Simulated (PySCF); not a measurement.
C4H11BO2Si

The calculation's input:

```
{"job": {"kind": "nmr", "xc": "PBE0", "basis": "pcSseg-1"}, "charge": 0, "multiplicity": 1}
C      0.837834    -1.563270     1.185792
C      0.409735    -0.785181     0.200896
C      1.274964     0.234560    -0.490837
C      2.671427     0.429204     0.087597
Si    -1.382753    -0.833704    -0.421522
B     -2.311713     0.872151    -0.035329
O     -1.767183     2.010936    -0.516525
O     -3.464723     1.018727     0.680657
H      1.844324    -1.536075     1.572538
H      0.183869    -2.282821     1.650537
H      0.742200     1.190011    -0.479021
H      1.359239    -0.059772    -1.541629
H      3.196149     1.207821    -0.462381
H      2.616930     0.726692     1.132649
H      3.252215    -0.487338     0.014844
H     -2.028662    -2.005189     0.213877
H     -1.324350    -1.170906    -1.857236
H     -2.252865     2.811869    -0.304592
H     -3.866441     0.231534     1.041994
```

Run with:

```sh
OMP_NUM_THREADS=1 python probes_run.py task.json out
```

Geometry: GFN2-xTB.

Theory: PBE0/pcSseg-1, SCF density, gas phase, non-relativistic in PySCF.

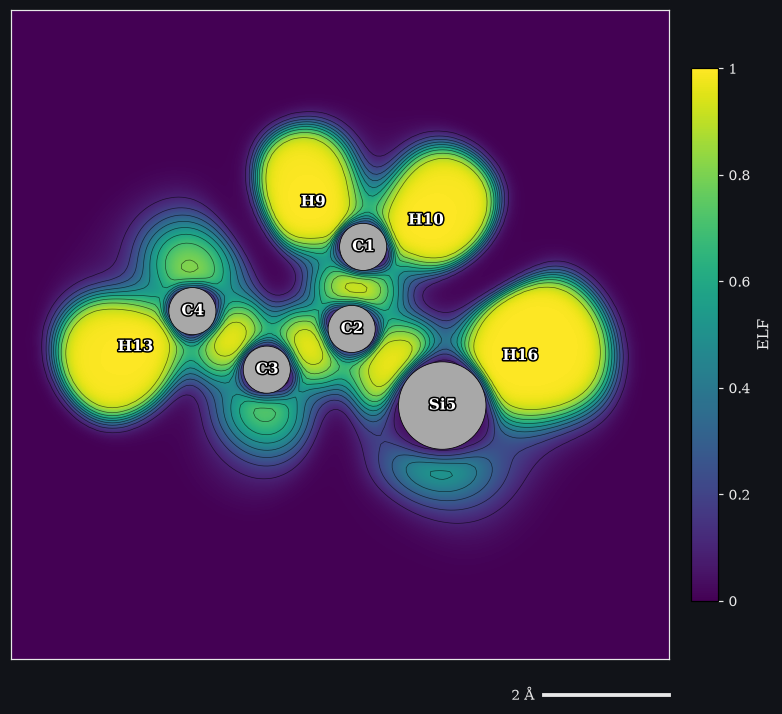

Figure 1. ELF on the plane of atoms C3, C2 and Si5. Grey discs cover the atomic cores.

What do the fields say about this system?

Answer. The section cuts through C, Si and H sites.
C–C (1.33 Å): the ELF peaks at about 0.90 between the atoms (a multiple bond).
C–Si (1.90 Å): the ELF peaks at about 0.95 between the atoms, as expected for a covalent bond.
C–C (1.51 Å): the ELF peaks at about 0.95 between the atoms; localised, covalent bonding.
C–H (1.08 Å): the ELF climbs to about 1 towards the hydrogen, as it does in any bond to H; an ordinary covalent bond to hydrogen.

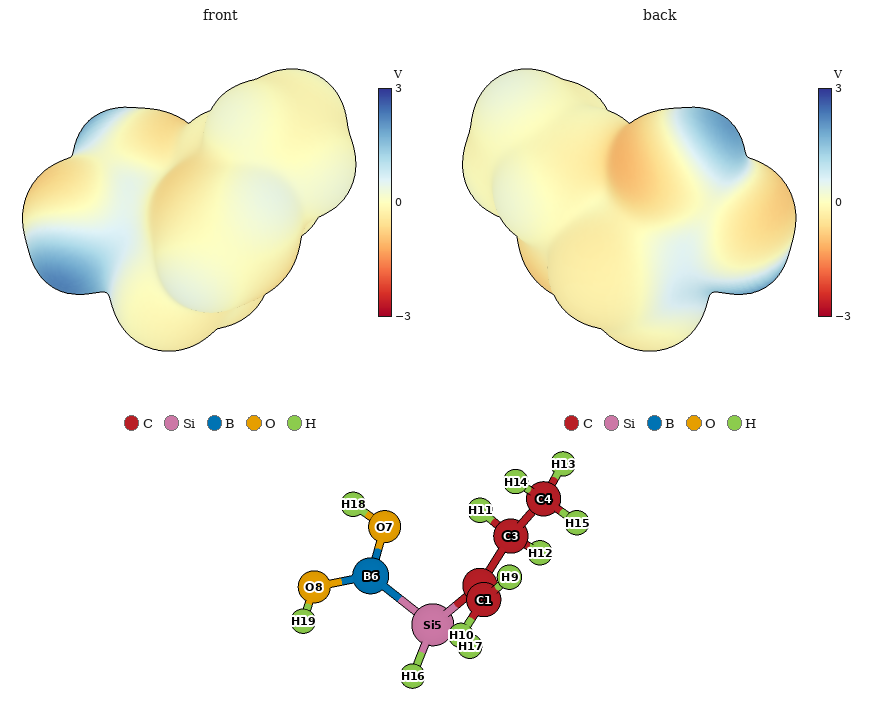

Figure 2. The molecular electrostatic potential painted on the density surface at 0.001 e/bohr³, seen from the front and from behind; the colour scale runs from red (negative) to blue (positive). The bare structure is drawn below in the same view.

Which sites attract a positive test charge, and which a negative one?

Answer. A positive charge is drawn to the negative regions and a negative charge to the positive ones. The most negative region (about −1.0 V) lies over O7, the most positive (about +2.1 V) over H19.

How polar is the molecule by this calculation?

Answer. Its dipole moment is 1.46 D.
